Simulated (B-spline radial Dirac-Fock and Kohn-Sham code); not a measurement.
**K: two attempts at the core levels**

Aim: the K and L3 binding energies of K by ΔSCF.

Program: B-spline radial Dirac-Fock and Kohn-Sham code, version 4. Model: Delta-SCF core binding energies without Breit or QED terms under the stated settings. All values are calculated, but those marked as tabulated.

### Step 1. The atom as given

The K atom, 1s2 2s2 2p6 3s2 3p6 4s1.

```
nuclear charge     : 19
electrons          : 19
mass number        : 39
nuclear rms radius : 3.4349 fm
```

### Step 2. First attempt

Settings in task.json:

```ini
rel = dirac
method = hf
nuc = fermi
radius_factor = 1.0
rmax = 45.0
h = 2.0
order = 8
points = 10
c_factor = 1.0
maxit = 66
damp = 0.5
ndamp = 3
tol = 1e-08
```

Keys: rel is the Hamiltonian, nuc the nuclear model, radius_factor scales its radius, rmax is the box in bohr, h the logarithmic mesh step, order the B-spline order, points the quadrature points a cell, c_factor scales the speed of light; damp, ndamp, maxit and tol steer the iteration.

Started as:

```
$ python xray2_run.py task.json out
```

Results of the run (chosen fields of its result record, rounded):

```text
{
  "status": "converged",
  "total_energy [Ha]": -550.54394703,
  "virial_ratio": 2.427885,
  "iterations": [9, 9, 9],
  "converged": [true, true, true],
  "highest_orbital_energy [eV]": -4.154701,
  "holes": ["K", "L3"],
  "binding [eV]": [3360.083, 335.7494],
  "scf_energy [Ha]": [-547.1912891, -550.4068588, -550.5124264, -550.5368226, -550.5438469, -550.5439426, -550.543947, -550.543947, -550.543947],
  "scf_error": [3.1, 0.19, 0.083, 0.037, 0.0042, 0.00046, 2.2e-05, 3.7e-07, 3.3e-08],
  "cells": 24
}
```

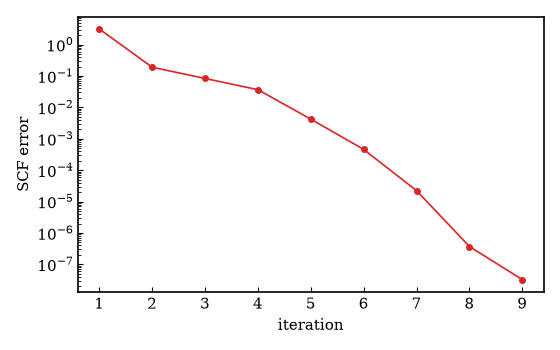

SCF error of the ground state by iteration.

### Step 3. Diagnosis

The run converged, but to the answer of an unsound model or basis. The fault: h is too large to resolve the orbitals.

Remedy: set h = 0.3.

### Step 4. The mended run

Changed: h = 0.3, maxit = 60.

Results of the run (chosen fields of its result record, rounded):

```text
{
  "status": "converged",
  "total_energy [Ha]": -601.52593805,
  "virial_ratio": 1.992138,
  "iterations": [10, 13, 10],
  "converged": [true, true, true],
  "highest_orbital_energy [eV]": -4.028076,
  "holes": ["K", "L3"],
  "binding [eV]": [3618.029, 300.4663],
  "cells": 60
}
```

### Step 5. Outcome

```
  quantity                                      value
 first try                                  converged
     fault     h is too large to resolve the orbitals
      cure                                    h = 0.3
mended run  converged (ground state in 10 iterations)
 K binding               3618.0 eV (first try 3360.1)
L3 binding                 300.5 eV (first try 335.7)
```

What this shows: The first try was off by -257.95 eV for K and +35.28 eV for L3. It gave no warning. The mended values lack Breit and QED terms.
